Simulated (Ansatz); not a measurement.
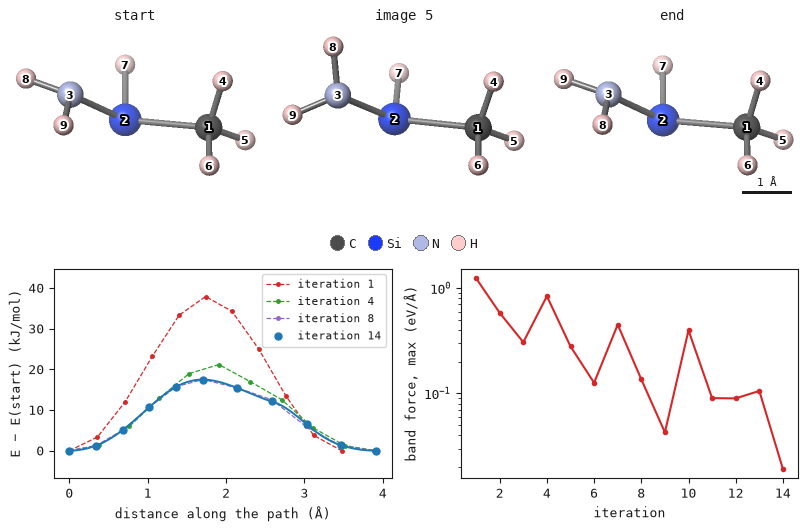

A search for the minimum-energy path of CH6NSi (multiplicity 2) by the nudged elastic band. Images are numbered from 0 (start) to 10 (end). The plot follows the band through its iterations. The picture is a ball-and-stick view, seen from a free direction.

Method: Ansatz, UKS revPBE-D4/6-31G*. Run with 9 movable images; climbing image; force threshold 0.03 eV/Å; iteration limit 60; starting path by straight interpolation.

Did the band converge, and can the barrier be trusted?

The run is converged, with reservations. The band converged in 14 iterations. The largest component of the band force went from 1.2 to 0.019 eV/Å. The climbing image converged on the top of the path. Its curvatures weren't checked. The straight starting path can push atoms close together and costs iterations. The first iteration put the highest image at 37.9 kJ/mol. The two ends have the same energy, and the highest point, image 5, lies 17.5 kJ/mol above the start.
